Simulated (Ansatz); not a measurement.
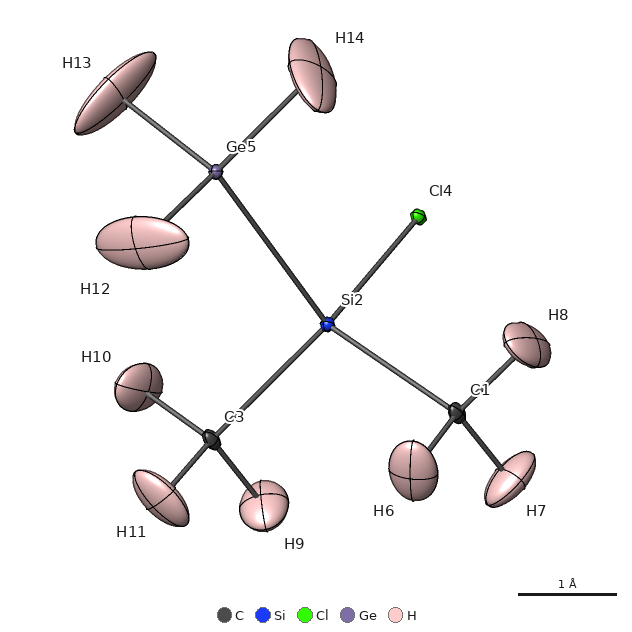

Displacement ellipsoids at the 50 % level, from the internal vibrations of the free molecule (harmonic, no overall translation or rotation; no half-axis is drawn under 0.075 Å). Vibrations computed with RKS PBE0-D4/def2-TZVP (Ansatz 0.2.0). Temperature: 100 K.

List U_eq and the three principal root-mean-square amplitudes for each kind of atom. Atoms whose distances differ by more than 0.02 Å in this geometry are listed apart.

```tsv
atom	U_eq (Å²)	rms amplitudes (Å)
C1	0.0043	0.047, 0.061, 0.083
Si2	0.0016	0.033, 0.041, 0.044
C3	0.0043	0.047, 0.061, 0.083
Cl4	0.0019	0.030, 0.030, 0.062
Ge5	0.00050	0.016, 0.019, 0.030
H6	0.0318	0.091, 0.166, 0.245
H7, H9	0.0305	0.102, 0.165, 0.232
H8	0.0311	0.087, 0.168, 0.240
H10	0.0312	0.087, 0.168, 0.240
H11	0.0318	0.091, 0.166, 0.244
H12	0.0606	0.092, 0.189, 0.371
H13	0.0618	0.089, 0.192, 0.375
H14	0.0619	0.089, 0.191, 0.376
```
